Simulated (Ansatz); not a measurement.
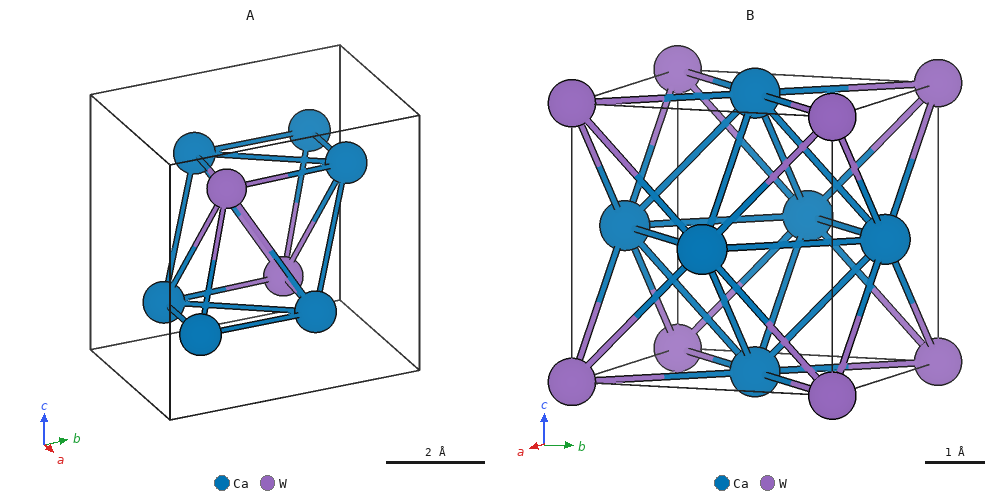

Two structures of Ca3W, each relaxed to rest (conventional cells in solid outline, small ones repeated, not to one scale). Method: Ansatz 0.2.0, DFT PBE, scalar-relativistic, plane waves, PAW, without spin polarisation.

### Characterise the two forms.

A: 8 atoms a cell on a primitive hexagonal lattice, P6_3/mmc. B: Cu₃Au (L1₂) type, Pm-3m.

### Which has the lower energy, and by how much?

A is lower, by 48 meV/atom at this level of theory (energies at zero smearing). Volumes: A 28.8, B 28.3 Å³/atom.

One or both may be structure types tried for this composition rather than known phases.
